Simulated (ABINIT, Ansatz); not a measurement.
# Quasiparticle gap of CdSe (F-43m) in ABINIT

How does a plane-wave GW calculation on CdSe (F-43m) run from the first input to the gap?

Main program and level: ABINIT 10.8.3; PBE and many-body steps on it, plane waves.

**The experiments to reproduce.**

- Gap 1.69 ± 0.02 eV: direct gap from (alpha E)^2 extrapolation; spectroscopic ellipsometry; 300 K; film (fully relaxed MBE film, 304 nm) on GaAs(100) (“Band gap bowing of binary alloys: Experimental results compared to theoretical tight-binding supercell calculations for CdZnSe”, 2010, arxiv:1007.2297).

### 1. Starting point

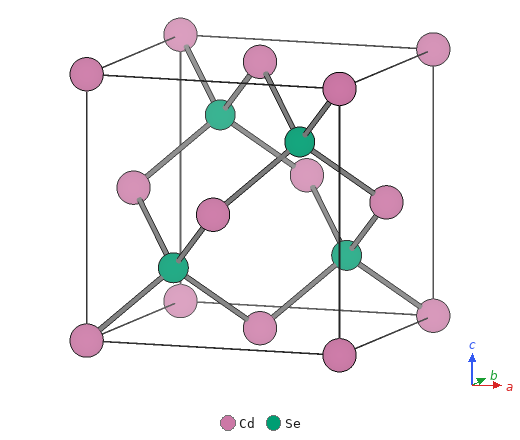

The cell as given, slightly off an axis (cadmium pink, selenium teal). This picture shows the conventional cell, with its axes. Bonds to atoms that aren't drawn are left out. Some periodic images of atoms are drawn too.

The cell and positions are those that the Materials Project relaxed with its own functionals (PBE, PBE+U or r2SCAN), kept fixed.

### 2. Ground state

This step: ABINIT 10.8.3; DFT, PBE, plane waves, norm-conserving pseudopotentials.

The ground-state density comes first.

Contents of run.abi:

```
acell 3*1.0 Angstrom
rprim 
  -0.000000000000 3.070271198600 3.070271198600
  3.070271198600 -0.000000000000 3.070271198600
  3.070271198600 3.070271198600 0.000000000000
ntypat 2
znucl 48 34
natom 2
typat 1 2
xred 
  0.000000000000 0.000000000000 0.000000000000
  0.750000000000 0.750000000000 0.750000000000
pp_dirpath "pseudos"
pseudos "Cd.upf, Se.upf"
ecut 48
ngkpt 6 6 6
nshiftk 1
shiftk 0 0 0
kptopt 1
chksymbreak 0
nband 27
occopt 1
tolvrs 1e-10
nstep 60
prtwf 0
optforces 0
optstress 0
indata_prefix "in"
outdata_prefix "out"
tmpdata_prefix "tmp"
```

Run with:

```bash
$ OMP_NUM_THREADS=1 mpirun -n 8 abinit run.abi > log
```

Numbers of over 12 decimals in the logs are rounded to 6 here.

The program printed:

```text
.Version 10.8.3 of ABINIT. v10.8.2 released Aug 2026.

 Symmetries : space group F-4 3 m (#216); Bravais cF (face-center cubic)
================================================================================
 Values of the parameters that define the memory need of the present run
     intxc =       0    ionmov =       0      iscf =       7    lmnmax =       6
     lnmax =       6     mgfft =      54  mpssoang =       3    mqgrid =    3001
     natom =       2  nloc_mem =       1    nspden =       1   nspinor =       1
    nsppol =       1      nsym =      24    n1xccc =    2501    ntypat =       2
    occopt =       1   xclevel =       2
-    mband =          27        mffmem =           1         mkmem =           2
       mpw =        6233          nfft =      157464          nkpt =          16
================================================================================
  Rough estimation (10% accuracy) of disk space for files :
================================================================================

--------------------------------------------------------------------------------
------------- Echo of variables that govern the present computation ------------
--------------------------------------------------------------------------------
 -outvars: echo values of preprocessed input variables --------
            acell      1.8897261259E+00  1.8897261259E+00  1.8897261259E+00 Bohr

      chksymbreak           0
             ecut      4.80000000E+01 Hartree
-          fftalg         312

              ixc     -101130
              kpt      0.00000000E+00  0.00000000E+00  0.00000000E+00
                       1.66666667E-01  0.00000000E+00  0.00000000E+00
                       3.33333333E-01  0.00000000E+00  0.00000000E+00
                       5.00000000E-01  0.00000000E+00  0.00000000E+00
                       1.66666667E-01  1.66666667E-01  0.00000000E+00
                       3.33333333E-01  1.66666667E-01  0.00000000E+00
                       5.00000000E-01  1.66666667E-01  0.00000000E+00
                      -3.33333333E-01  1.66666667E-01  0.00000000E+00
                      -1.66666667E-01  1.66666667E-01  0.00000000E+00
   [... 5 further rows ...]
                      -3.33333333E-01  3.33333333E-01  1.66666667E-01
                      -3.33333333E-01  5.00000000E-01  1.66666667E-01
         kptrlatt        6    0    0      0    6    0      0    0    6
          kptrlen      4.92313624E+01
P           mkmem           2
            natom           2
            nband          27
            ngfft          54      54      54
             nkpt          16
            nstep          60
             nsym          24
           ntypat           2
              occ      2.000000  2.000000  2.000000  2.000000  2.000000  2.000000
                       2.000000  2.000000  2.000000  2.000000  2.000000  2.000000
                       2.000000  2.000000  2.000000  2.000000  2.000000  2.000000
                       2.000000  2.000000  2.000000  2.000000  0.000000  0.000000
[...]
optforces           0
        optstress           0
            prtwf           0
            rprim     -0.0000000000E+00  3.0702711986E+00  3.0702711986E+00
[...]
spgroup         216

           tolvrs      1.00000000E-10

             xred      0.0000000000E+00  0.0000000000E+00  0.0000000000E+00
[...]
znucl       48.00000   34.00000

================================================================================

 chkinp: Checking input parameters for consistency.

================================================================================
== DATASET  1 ==================================================================
-   mpi_nproc: 8, omp_nthreads: 1 (-1 if OMP is not activated)

--- !DatasetInfo
iteration_state: {dtset: 1, }
dimensions: {natom: 2, nkpt: 16, mband: 27, nsppol: 1, nspinor: 1, nspden: 1, mpw: 6233, }
cutoff_energies: {ecut:  48.0, pawecutdg:  -1.0, }
electrons: {nelect:   4.40000000E+01, charge:   0.00000000E+00, occopt:   1.00000000E+00, tsmear:   1.00000000E-02, }

 Real(R)+Recip(G) space primitive vectors, cartesian coordinates (Bohr,Bohr^-1):
 R(1)=  0.0000000  5.8019717  5.8019717  G(1)= -0.0861776  0.0861776  0.0861776
 R(2)=  5.8019717  0.0000000  5.8019717  G(2)=  0.0861776 -0.0861776  0.0861776
 R(3)=  5.8019717  5.8019717  0.0000000  G(3)=  0.0861776  0.0861776 -0.0861776
 Unit cell volume ucvol=  3.9062210E+02 bohr^3
 Angles (23,13,12)=  6.00000000E+01  6.00000000E+01  6.00000000E+01 degrees

 getcut: wavevector=  0.0000  0.0000  0.0000  ngfft=  54  54  54
         ecut(hartree)=     48.000   => boxcut(ratio)=   2.11089

--- Pseudopotential description ------------------------------------------------
- Cd Generated using ONCVPSP code by D. R. Hamann
- 48.00000  20.00000  171031                  znucl, zion, pspdat
12 -101130 2 -1 1368                          pspcod,pspxc,lmax,lloc,mmax
     nproj     2     2     2
  pspatm : epsatm=   19.67729986
         --- l  ekb(1:nproj) -->
[...]
pspatm: atomic psp has been read  and splines computed

- Se Generated using ONCVPSP code by D. R. Hamann
- 34.00000  24.00000  171031                  znucl, zion, pspdat
12 -101130 2 -1 1214                          pspcod,pspxc,lmax,lloc,mmax
     nproj     2     2     2
  pspatm : epsatm=   25.39064422
         --- l  ekb(1:nproj) -->
[...]
pspatm: atomic psp has been read  and splines computed

   1.98298954E+03                                ecore*ucvol(ha*bohr**3)
--------------------------------------------------------------------------------

_setup2: Arith. and geom. avg. npw (full set) are    6205.468    6205.452

================================================================================

--- !BeginCycle
iteration_state: {dtset: 1, }
solver: {iscf: 7, nstep: 60, nline: 4, wfoptalg: 0, }
tolerances: {tolvrs: 1.00E-10, }

     iter   Etot(hartree)      deltaE(h)  residm     vres2
 ETOT  1  -512.09799868822    -5.121E+02 1.832E+00 4.803E+02
 ETOT  2  -513.43726474098    -1.339E+00 2.032E-02 3.017E+02
 ETOT  3  -513.47097606435    -3.371E-02 9.883E-04 1.140E+01
 ETOT  4  -513.47142403770    -4.480E-04 1.576E-04 3.720E+00
 ETOT  5  -513.47170863122    -2.846E-04 5.436E-05 8.122E-02
 ETOT  6  -513.47171616764    -7.536E-06 3.715E-05 7.719E-03
 ETOT  7  -513.47171642557    -2.579E-07 1.358E-05 4.974E-03
 ETOT  8  -513.47171677574    -3.502E-07 9.369E-06 1.597E-04
 ETOT  9  -513.47171679327    -1.753E-08 3.360E-06 1.031E-05
 ETOT 10  -513.47171679418    -9.120E-10 2.356E-06 1.773E-08
 ETOT 11  -513.47171679417     7.844E-12 8.456E-07 1.776E-09
 ETOT 12  -513.47171679415     1.694E-11 5.984E-07 2.181E-10
 ETOT 13  -513.47171679417    -1.637E-11 2.135E-07 4.150E-12

 At SCF step   13       vres2   =  4.15E-12 < tolvrs=  1.00E-10 =>converged.

--- !ResultsGS
iteration_state: {dtset: 1, }
comment   : Summary of ground state results
lattice_vectors:
- [ -0.0000000,   5.8019717,   5.8019717, ]
- [  5.8019717,  -0.0000000,   5.8019717, ]
- [  5.8019717,   5.8019717,   0.0000000, ]
lattice_lengths: [   8.20523,    8.20523,    8.20523, ]
lattice_angles: [ 60.000,  60.000,  60.000, ] # degrees, (23, 13, 12)
lattice_volume:   3.9062210E+02
convergence: {deltae: -1.637E-11, res2:  4.150E-12, residm:  2.135E-07, diffor:  0.000E+00, }
etotal    :  -5.13471717E+02
entropy   :   0.00000000E+00
fermie    :   1.66673775E-01
cartesian_stress_tensor: null
pressure_GPa: null
xred      :
- [  0.0000E+00,   0.0000E+00,   0.0000E+00, Cd]
- [  7.5000E-01,   7.5000E-01,   7.5000E-01, Se]
cartesian_forces: null
force_length_stats: {min: null, max: null, mean: null, }

 Integrated electronic density in atomic spheres:
 ------------------------------------------------
 Atom  Sphere_radius  Integrated_density
    1        2.00000         17.17162923
    2        2.00000         21.23608805
================================================================================

 ----iterations are completed or convergence reached----

 Mean square residual over all n,k,spin=   49.635E-11; max=  21.347E-08
 reduced coordinates (array xred) for    2 atoms
       0.000000000000      0.000000000000      0.000000000000
       0.750000000000      0.750000000000      0.750000000000
 rms dE/dt=  0.0000E+00; max dE/dt=  0.0000E+00; dE/dt below (all hartree)
    1       0.000000000000      0.000000000000      0.000000000000
    2       0.000000000000      0.000000000000      0.000000000000

 cartesian coordinates (angstrom) at end:
    1      0.000000     0.000000     0.000000
    2      4.605407     4.605407     4.605407
 length scales=  1.889726125908  1.889726125908  1.889726125908 bohr
              =  1.000000000000  1.000000000000  1.000000000000 angstroms
 prteigrs : about to open file out_EIG
 Fermi (or HOMO) energy (hartree) =   0.16667   Average Vxc (hartree)=  -0.33769
 Eigenvalues (hartree) for nkpt=  16  k points:
 kpt#   1, nband= 27, wtk=  0.00463, kpt=  0.0000  0.0000  0.0000 (reduced coord)
  -7.44022   -5.21570   -5.21570   -5.21570   -3.56872   -2.13724   -2.13724   -2.13724
  -1.54673   -1.54673   -1.54673   -1.54661   -1.54661   -0.29035   -0.12155   -0.12155
  -0.12155   -0.10894   -0.10894    0.16667    0.16667    0.16667    0.18678    0.38514
   0.38514    0.38514    0.52216
 prteigrs : prtvol=0 or 1, do not print more k-points.

--- !EnergyTerms
iteration_state     : {dtset: 1, }
comment             : Components of total free energy in Hartree
kinetic             :  2.08049206662625E+02
hartree             :  2.11626225362383E+02
xc                  : -5.30301181629772E+01
Ewald energy        : -2.25987138032594E+02
psp_core            :  5.07649087411578E+00
local_psp           : -5.82864782280717E+02
non_local_psp       : -7.63416012170053E+01
total_energy        : -5.13471716794170E+02
total_energy_eV     : -1.39722772120731E+04
band_energy         : -8.27142593861160E+01

== END DATASET(S) ==============================================================
================================================================================

 -outvars: echo values of variables after computation  --------
           etotal     -5.1347171679E+02
            nband          27
             nkpt          16
          spgroup         216
 [... the other variables as echoed above ...]

 Calculation completed.
```

Elapsed: 20 s, on 8 MPI ranks of Intel Xeon Platinum 8488C (Sapphire Rapids), shared host; peak memory 0.84 GiB.

This step gave:

- total energy: -13972.2772 eV
- gap: 0.5472 eV
- k of the valence top: 0, 0, 0
- k of the conduction bottom: 0, 0, 0
- least direct gap: 0.5472 eV

The gap is direct, at Γ.

(Continued in part 2 of 3.)

[Paths, hosts, dates, memory and timing lines, banners, echoed tables and standing remarks are left out of the program output.]

[Logs are printed without paths, hosts, clocks, repeated set-up lines and the standing remarks that a program may print on its own settings, such as how far it seeks lower states.]

[Runs of the session that timed out or met a known fault of the program may be left out.]

[Hosts, paths, dates, database ids (printed as entryN), source tags and the programs' standing remarks are cut or masked in the printed files.]

[G0W0 gaps are taken among the corrected bands and points alone; a level outside them can change the order at an edge.]

[Where Ansatz stands beside ABINIT at settings called matched, ABINIT's density can come from a denser mesh and the files from another edition; pairs whose starting gaps differed by over 0.03 eV were left out, so agreement reads better than it is.]
